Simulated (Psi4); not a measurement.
# SiNH3ClO (SMILES [NH][SiH](O)Cl) at 6 levels

We compute a comparison of 6 runs (UHF/3-21G, UB3LYP/6-31G*, U-wB97X-V/def2-SVP, UDSD-PBEP86/def2-SVP, UHSE06/def2-SVP, UTPSSh/def2-SVP) of SiNH3ClO. 

Program for the calculation: Psi4 1.11.

3 further runs of the same task are left out: 2 that didn't finish, 1 set aside as unsound or not needed.

**1. Starting point**

The species is SiNH3ClO (7 atoms), meant as a doublet with charge 0. As SMILES, `[NH][SiH](O)Cl`. The N1–H5 distance was set to 1.532 Å, away from the relaxed value. At this shape a bond of the SMILES string is far longer than usual.

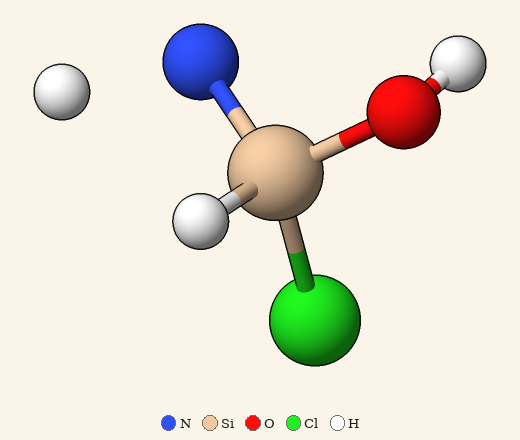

Viewed from a chosen angle; nitrogen blue, silicon light orange, oxygen red, chlorine green, hydrogen white.

**2. Energy and forces at UHF/3-21G (run 1)**

run.py

```python
import psi4

psi4.set_memory('2200 MB')
psi4.set_num_threads(1)
psi4.core.set_output_file('output.dat', False)

molecule = psi4.geometry("""
0 2
N      0.20960464     1.56580439    -1.77729309
Si     0.65558001    -0.75062189     0.50833066
O      3.56481338    -1.72572057     0.45995367
Cl    -1.83148854    -3.54666067    -0.53366433
H     -2.17601963     3.16963763    -1.42919987
H      0.13647224    -0.00512494     3.14317579
H      4.32826273    -2.04338354    -1.15387244
units au
symmetry c1
no_reorient
no_com
""")

psi4.set_options({
    'basis': '3-21G',
    'reference': 'uhf',
    'puream': True,
    'e_convergence': 1e-09,
    'd_convergence': 1e-06,
    'scf_type': 'pk',
    'maxiter': 100,
    'soscf': True,
    'soscf_start_convergence': 0.001,
})

E, wfn = psi4.gradient("hf", return_wfn=True)
psi4.oeprop(wfn, "MAYER_INDICES", "DIPOLE", "WIBERG_LOWDIN_INDICES", title="HF")
print('gradient / Eh bohr^-1')
print(E.np.round(6))
print(f'energy = {wfn.energy():.10f} Eh')
for k, v in sorted(psi4.core.scalar_variables().items()):
    print(f'{k:45s} {v:18.10f}')
```

Started as:

```console
$ python run.py
```

output.dat:

```text
[...]
  Running in c1 symmetry.
[...]
  Nuclear repulsion =  214.905615799513470
[...]
  Multiplicity = 2
[...]
  Nalpha       = 25
  Nbeta        = 24
[...]
    Number of basis functions: 50
[...]
   @UHF iter   1:  -874.87464599335453   -9.76585e-01   8.91743e-03 DIIS/ADIIS
[...]
   @UHF iter  28:  -875.00781586646906   -6.80870e-10   1.43895e-07 SOSCF, nmicro=conv
[...]
   @S^2 Observed:                1.059919669E+00
[...]
  @UHF Final Energy:  -875.00781586646906
   => Energetics <=
    Nuclear Repulsion Energy =            214.9056157995134697
    One-Electron Energy =               -1637.8114359844362298
    Two-Electron Energy =                 547.8980043184536726
    Total Energy =                       -875.0078158664690591
  UHF NO Occupations:
  HONO-2 :   23  A 1.9975377
  HONO-1 :   24  A 1.8344584
[...]
  -Total Gradient:
     Atom            X                  Y                   Z
    ------   -----------------  -----------------  -----------------
       1        0.057581998600    -0.075235329917     0.030722835343
       2        0.003496539409    -0.010522149441    -0.062544797808
       3       -0.016687913045     0.004733600588     0.011047507472
       4        0.027053975825     0.031546339953     0.010168703775
       5       -0.058293028959     0.042767586694     0.004578234301
       6        0.001338020905     0.001715735874     0.004952912408
       7       -0.014489592738     0.004994216275     0.001074604514
[...]
 Multipole Moments:
 ------------------------------------------------------------------------------------
     Multipole            Electronic (a.u.)      Nuclear  (a.u.)        Total (a.u.)
 ------------------------------------------------------------------------------------
 L = 1.  Multiply by 2.5417464519 to convert [e a0] to [Debye]
 Dipole X            :        -10.1083729           10.3172698            0.2088969
 Dipole Y            :         73.2187095          -72.5259425            0.6927669
 Dipole Z            :         10.2043056          -10.1569832            0.0473224
 Magnitude           :                                                    0.7251230
[...]
```

Standard output:

```text
gradient / Eh bohr^-1
[[ 0.057582 -0.075235  0.030723]
 [ 0.003497 -0.010522 -0.062545]
 [-0.016688  0.004734  0.011048]
 [ 0.027054  0.031546  0.010169]
 [-0.058293  0.042768  0.004578]
 [ 0.001338  0.001716  0.004953]
 [-0.01449   0.004994  0.001075]]
energy = -875.0078158665 Eh
CURRENT ENERGY                                   -875.0078158665
CURRENT REFERENCE ENERGY                         -875.0078158665
DD SOLVATION ENERGY                                 0.0000000000
HF KINETIC ENERGY                                 873.9819732727
HF POTENTIAL ENERGY                             -1748.9897891392
HF TOTAL ENERGY                                  -875.0078158665
HF VIRIAL RATIO                                     2.0011737572
NUCLEAR REPULSION ENERGY                          214.9056157995
ONE-ELECTRON ENERGY                             -1637.8114359844
PCM POLARIZATION ENERGY                             0.0000000000
PE ENERGY                                           0.0000000000
SCF ITERATION ENERGY                             -875.0078158665
SCF ITERATIONS                                     28.0000000000
SCF TOTAL ENERGY                                 -875.0078158665
TWO-ELECTRON ENERGY                               547.8980043185
```

Run time: 4.5 s. Hardware: 1 thread of AMD EPYC 7R43 (Zen 3), shared host; peak memory 0.18 GiB.

**3. A single-point energy at UB3LYP/6-31G(d) (spherical functions) (run 2)**

calc.inp

```
memory 2200 mb

molecule system {
  0 2
  N      0.110918     0.828588    -0.940503
  Si     0.346918    -0.397212     0.268997
  O      1.886418    -0.913212     0.243397
  Cl    -0.969182    -1.876812    -0.282403
  H     -1.151500     1.677300    -0.756300
  H      0.072218    -0.002712     1.663297
  H      2.290418    -1.081312    -0.610603
  symmetry c1
  no_reorient
  no_com
}

set basis 6-31G*
set reference uks
set puream true
set e_convergence 1e-09
set d_convergence 1e-08
set scf_type pk
set dft_radial_points 99
set dft_spherical_points 590
set maxiter 100

e, wfn = energy("b3lyp", return_wfn=True)
oeprop(wfn, "LOWDIN_CHARGES", "WIBERG_LOWDIN_INDICES", "DIPOLE")
print_variables()
```

Started as:

```console
$ psi4 calc.inp calc.out -n 1
```

calc.out:

```text
[...]
  Running in c1 symmetry.
[...]
  Nuclear repulsion =  214.905615761810537
[...]
  Multiplicity = 2
[...]
  Nalpha       = 25
  Nbeta        = 24
[...]
    Number of basis functions: 70
[...]
   @UKS iter   1:  -881.04037794201122   -1.94929e-01   1.25737e-02 ADIIS/DIIS
[...]
   @UKS iter  18:  -881.42383076226577   -3.75167e-12   5.64724e-09 DIIS
[...]
   @S^2 Observed:                7.629903808E-01
[...]
    Orbital Energies [Eh]
    ---------------------
    Alpha Occupied:
       1A   -101.521320     2A    -66.190676     3A    -19.171416
       4A    -14.397167     5A     -9.456350     6A     -7.216738
       7A     -7.210948     8A     -7.210663     9A     -5.344002
      10A     -3.704103    11A     -3.701972    12A     -3.700967
      13A     -1.035700    14A     -0.843402    15A     -0.806150
      16A     -0.582211    17A     -0.473378    18A     -0.429052
      19A     -0.415155    20A     -0.379843    21A     -0.356802
      22A     -0.343385    23A     -0.329921    24A     -0.317147
      25A     -0.303899
    Alpha Virtual:
[...]
  @UKS Final Energy:  -881.42383076226577
   => Energetics <=
    Nuclear Repulsion Energy =            214.9056157618105374
    One-Electron Energy =               -1644.4140631757109077
    Two-Electron Energy =                 601.1231031801737572
    DFT Exchange-Correlation Energy =     -53.0384865285392806
    Empirical Dispersion Energy =           0.0000000000000000
    VV10 Nonlocal Energy =                  0.0000000000000000
    Total Energy =                       -881.4238307622657658
[...]
 Multipole Moments:
 ------------------------------------------------------------------------------------
     Multipole            Electronic (a.u.)      Nuclear  (a.u.)        Total (a.u.)
 ------------------------------------------------------------------------------------
 L = 1.  Multiply by 2.5417464519 to convert [e a0] to [Debye]
 Dipole X            :        -10.2379423           10.3172697            0.0793274
 Dipole Y            :         72.9311131          -72.5259426            0.4051705
 Dipole Z            :         10.1185099          -10.1569831           -0.0384732
 Magnitude           :                                                    0.4146518
[...]
```

Wall time 31 s (1 thread of AMD EPYC 7R43 (Zen 3), shared host); peak memory 0.91 GiB.

**4. The energy at U-wB97X-V/def2-SVP (run 3)**

calc.dat

```
memory 2.2 GB

molecule {
  0 2
  N      0.110918     0.828588    -0.940503
  Si     0.346918    -0.397212     0.268997
  O      1.886418    -0.913212     0.243397
  Cl    -0.969182    -1.876812    -0.282403
  H     -1.151500     1.677300    -0.756300
  H      0.072218    -0.002712     1.663297
  H      2.290418    -1.081312    -0.610603
  units angstrom
  symmetry c1
  no_reorient
  no_com
}

set basis def2-SVP
set reference uks
set puream true
set e_convergence 1e-09
set d_convergence 1e-08
set scf_type pk
set dft_radial_points 99
set dft_spherical_points 590
set maxiter 100

energy("wb97x-v")
```

Started as:

```console
$ psi4 -i calc.dat -o calc.out -n 1
```

calc.out:

```text
[...]
  Running in c1 symmetry.
[...]
  Nuclear repulsion =  214.905615761810537
[...]
  Multiplicity = 2
[...]
  Nalpha       = 25
  Nbeta        = 24
[...]
    Number of basis functions: 79
[...]
   @UKS iter   1:  -880.72041738795883   -6.38980e-01   8.32769e-03 ADIIS/DIIS
[...]
   @UKS iter  21:  -880.93587359083131   -5.68434e-13   5.87530e-09 DIIS
[...]
   @S^2 Observed:                7.629122906E-01
[...]
    Orbital Energies [Eh]
    ---------------------
    Alpha Occupied:
       1A   -101.485017     2A    -66.197272     3A    -19.240809
       4A    -14.477109     5A     -9.551043     6A     -7.310494
       7A     -7.304266     8A     -7.304142     9A     -5.452705
      10A     -3.808259    11A     -3.806133    12A     -3.804805
      13A     -1.142954    14A     -0.962844    15A     -0.920840
      16A     -0.689914    17A     -0.577268    18A     -0.536388
      19A     -0.521539    20A     -0.482710    21A     -0.456826
      22A     -0.441424    23A     -0.427368    24A     -0.416444
      25A     -0.401630
    Alpha Virtual:
[...]
  @UKS Final Energy:  -880.93587359083131
   => Energetics <=
    Nuclear Repulsion Energy =            214.9056157618105374
    One-Electron Energy =               -1643.8716718437453892
    Two-Electron Energy =                 596.4274360582484178
    DFT Exchange-Correlation Energy =     -48.5977665310780864
    Empirical Dispersion Energy =           0.0000000000000000
    VV10 Nonlocal Energy =                  0.2005129639330494
    Total Energy =                       -880.9358735908313065
[...]
 Multipole Moments:
 ------------------------------------------------------------------------------------
     Multipole            Electronic (a.u.)      Nuclear  (a.u.)        Total (a.u.)
 ------------------------------------------------------------------------------------
 L = 1.  Multiply by 2.5417464519 to convert [e a0] to [Debye]
 Dipole X            :        -10.3330810           10.3172697           -0.0158114
 Dipole Y            :         72.9331922          -72.5259426            0.4072496
 Dipole Z            :         10.0930820          -10.1569831           -0.0639011
 Magnitude           :                                                    0.4125356
[...]
```

Run time: 3.3 min. Hardware: 1 thread of AMD EPYC 7R43 (Zen 3), shared host; peak memory 1 GiB.

Runs 4 to 5 aren't shown in full; the table further down has their settings and results.

**5. A single-point energy at UTPSSh/def2-SVP (run 6)**

input.in

```
memory 2200 MB

molecule molecule1 {
  0 2
  N
  Si 1 R2
  O 2 R3 1 A3
  Cl 2 R4 3 A4 1 D4
  H 1 R5 2 A5 3 D5
  H 2 R6 3 A6 1 D6
  H 3 R7 2 A7 6 D7

  R2 = 1.738152
  R3 = 1.623875
  A3 = 109.98931
  R4 = 2.055572
  A4 = 111.96506
  D4 = 114.5343
  R5 = 1.5323
  A5 = 114.76049
  D5 = -162.93404
  R6 = 1.474843
  A6 = 106.05017
  D6 = -126.59771
  R7 = 0.959578
  A7 = 117.95891
  D7 = -170.42345
  symmetry c1
  no_reorient
  no_com
}

set basis def2-SVP
set reference uks
set puream true
set e_convergence 1e-09
set d_convergence 1e-08
set scf_type pk
set dft_radial_points 99
set dft_spherical_points 590
set maxiter 100

result, w = energy('tpssh', return_wfn=True)
oeprop(w, 'QUADRUPOLE', 'LOWDIN_CHARGES', 'WIBERG_LOWDIN_INDICES')
print_variables()
```

Started as:

```console
$ psi4 -i input.in -o input.out -n 1
```

input.out:

```text
[...]
  Running in c1 symmetry.
[...]
  Nuclear repulsion =  214.905639035445176
[...]
  Multiplicity = 2
[...]
  Nalpha       = 25
  Nbeta        = 24
[...]
    Number of basis functions: 79
[...]
   @UKS iter   1:  -880.68444153313567   -7.88446e-02   1.19345e-02 DIIS/ADIIS
[...]
   @UKS iter  19:  -881.13545918088562   -1.36424e-12   5.62342e-09 DIIS
[...]
   @S^2 Observed:                7.667085148E-01
[...]
    Orbital Energies [Eh]
    ---------------------
    Alpha Occupied:
       1A   -101.347654     2A    -66.043892     3A    -19.084559
       4A    -14.317496     5A     -9.375612     6A     -7.128443
       7A     -7.122300     8A     -7.122022     9A     -5.279099
      10A     -3.632577    11A     -3.630299    12A     -3.628801
      13A     -0.994088    14A     -0.813087    15A     -0.773670
      16A     -0.555917    17A     -0.449750    18A     -0.408706
      19A     -0.395287    20A     -0.357833    21A     -0.335650
      22A     -0.322988    23A     -0.311074    24A     -0.298461
      25A     -0.282535
    Alpha Virtual:
[...]
  @UKS Final Energy:  -881.13545918088562
   => Energetics <=
    Nuclear Repulsion Energy =            214.9056390354451764
    One-Electron Energy =               -1644.0134087659823763
    Two-Electron Energy =                 607.3685569356431415
    DFT Exchange-Correlation Energy =     -59.3962463859914536
    Empirical Dispersion Energy =           0.0000000000000000
    VV10 Nonlocal Energy =                  0.0000000000000000
    Total Energy =                       -881.1354591808856185
[...]
 Multipole Moments:
 ------------------------------------------------------------------------------------
     Multipole            Electronic (a.u.)      Nuclear  (a.u.)        Total (a.u.)
 ------------------------------------------------------------------------------------
 L = 1.  Multiply by 2.5417464519 to convert [e a0] to [Debye]
 Dipole X            :         -3.4856408            3.6813111            0.1956703
 Dipole Y            :          1.2252151           -1.2658152           -0.0406001
 Dipole Z            :          1.6526281           -1.9193050           -0.2666769
 Magnitude           :                                                    0.3332443
 L = 2.  Multiply by 1.3450342976 to convert [e a0^2] to [Debye ang]
 Quadrupole XX       :       -158.1138077          130.0210656          -28.0927421
 Quadrupole XY       :         88.8862363          -86.0683890            2.8178473
[...]
```

Run time: 1.7 min. Hardware: 1 thread of AMD EPYC 7R43 (Zen 3), shared host; peak memory 1.2 GiB.

**6. The series**

| run | level | task | density convergence threshold | energy (Eh) | dipole moment (D) | HOMO energy (eV) | LUMO energy (eV) | wall time |
| --- | --- | --- | --- | --- | --- | --- | --- | --- |
| 1 | UHF/3-21G | gradient | 1e-06 | -875.007816 | 1.84 | -11.31 | 1.81 | 4.5 s |
| 2 | UB3LYP/6-31G* (spherical functions) | energy | 1e-08 | -881.423831 | 1.05 | -7.82 | -3.88 | 31 s |
| 3 | U-wB97X-V/def2-SVP | energy | 1e-08 | -880.935874 | 1.05 | -10.45 | -1.15 | 3.3 min |
| 4 | UDSD-PBEP86/def2-SVP (density fitting for correlation) | energy | 1e-08 | -880.209666 | – | -10.27 | -0.07 | 29 s |
| 5 | UHSE06/def2-SVP | gradient | 1e-08 | -880.726449 | 0.95 | -7.58 | -3.74 | 75 s |
| 6 | UTPSSh/def2-SVP | energy | 1e-08 | -881.135459 | 0.85 | -7.27 | -3.96 | 1.7 min |

**7. Outcome**

```
                                 quantity          value
                      run 6: total energy  -881.13546 Eh
                     run 6: dipole moment         0.85 D
run 6: HOMO energy (highest over α and β)       -7.27 eV
 run 6: LUMO energy (lowest over α and β)       -3.96 eV
                              run 6: ⟨S²⟩          0.767
```

**Reading.** Over runs 1, 2, 3, 5, 6 the dipole moment (its size) runs from 0.85 D (UTPSSh/def2-SVP) to 1.84 D (UHF/3-21G). The two ends differ in method and basis. Totals of different functionals can't be ranked against each other. Spin contamination of the reference: run 1 ⟨S²⟩ = 1.06, run 4 ⟨S²⟩ = 0.87. All runs together took 7.3 min, the longest 3.3 min.
